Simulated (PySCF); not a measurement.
**CH$_{4}$, SMILES `C`: what the electrons do**

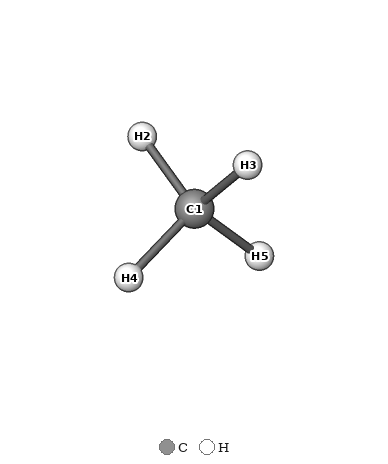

The molecule, with its atoms numbered as below. No frequency check shows the geometry to be a minimum.

Cartesian coordinates (Å):

```
C1      -0.0000   -0.0001    0.0000
H2       0.8492   -0.6249   -0.2443
H3      -0.8493   -0.6247    0.2443
H4       0.2444    0.6249    0.8490
H5      -0.2443    0.6249   -0.8490
```

### 1. Bonding charge

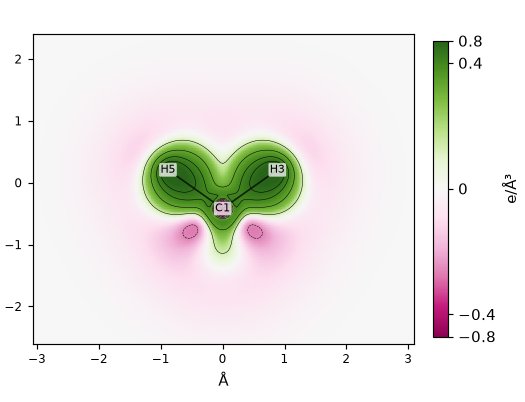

Deformation density (molecule less spherical, spin-averaged free atoms) in the plane of C1, H3 and H5; colour scale in e/Å³, logarithmic beyond ±0.1; green: gain, pink: loss.

PySCF calculation, ωB97X/def2-TZVP, gas phase; geometry: GFN2-xTB.

How much density has each bond in this plane gained at its critical point, relative to the free atoms?

Answer. C1–H3 and C1–H5: +0.72 e/Å³ at the bond critical point (bond length 1.08 Å, Mayer order 1.0). In all, 1.1 electrons gather in the regions of gain relative to the promolecule.

### 2. Bond critical points

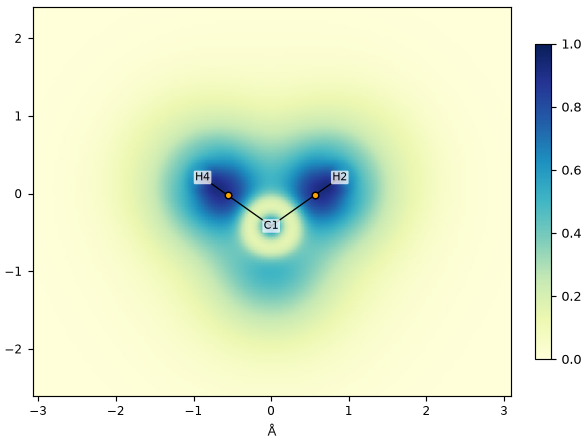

Localised orbital locator (LOL) in the plane of C1, H2 and H4, with bond paths and bond critical points (dots).

Rank the bonds in the plane by LOL at their critical points.

Answer. C1–H4 and C1–H2: about 0.88. Values above 0.5 mark slow, localised electrons, as in shared pairs; low values at a critical point mark a polar or closed-shell contact whose critical point lies between the shells.

Where along C1–H4 does the critical point lie?

Answer. 0.69 Å from C1 and 0.40 Å from H4.

### 3. Local ionisation energy

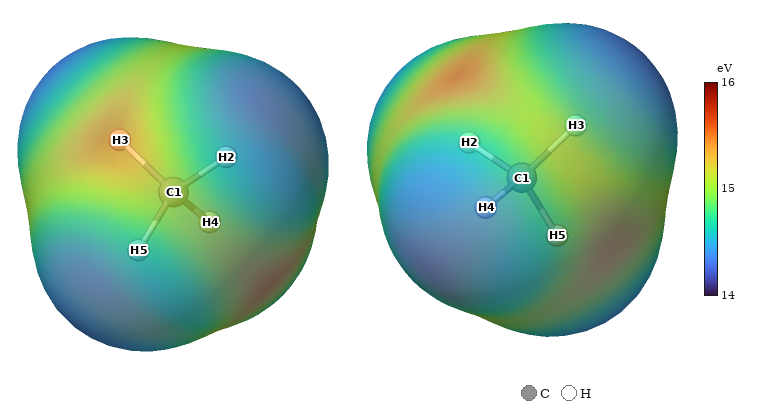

Average local ionisation energy on the surface of electron density 0.001 a.u. (back view left, front view right).

Where are the most loosely bound electrons on this surface?

Answer. The lowest value is 14.3 eV, 1.4 Å from H2, and at like points elsewhere. For comparison, the highest occupied orbital lies at −13.6 eV.

### 4. In an electric field

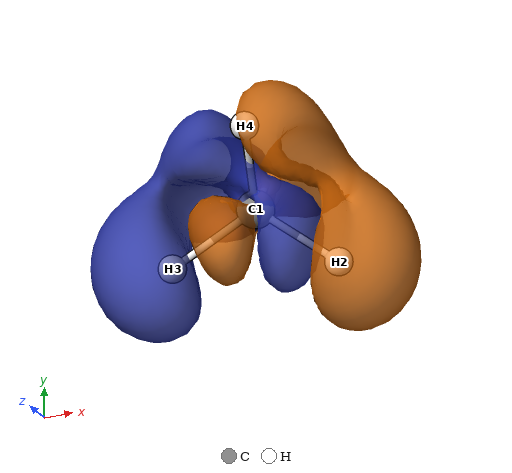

Change of the electron density in a uniform field of 0.21 V/Å, surfaces at ±0.0015 e/Å³ (orange: gain, blue: loss).

Computed with PySCF, ωB97X/def2-TZVP, geometry: GFN2-xTB. A basis without diffuse functions makes polarisabilities too small.

The field was applied in both directions; the picture shows the one opposite to the script's first.

Along which Cartesian direction does the field point?

Answer. Along −x: electrons gather on the +x side, against the field.

What dipole is induced, and what polarisability does it imply?

Answer. The induced dipole is 0.15 D (along the field); α along this axis, from the fields in both directions, is 15 bohr³ (2.2 Å³).

The PySCF runs shown took 1.8 s and 3.3 s on 1 thread of Intel(R) Xeon(R) 6975P-C (Granite Rapids), with other jobs on the host.
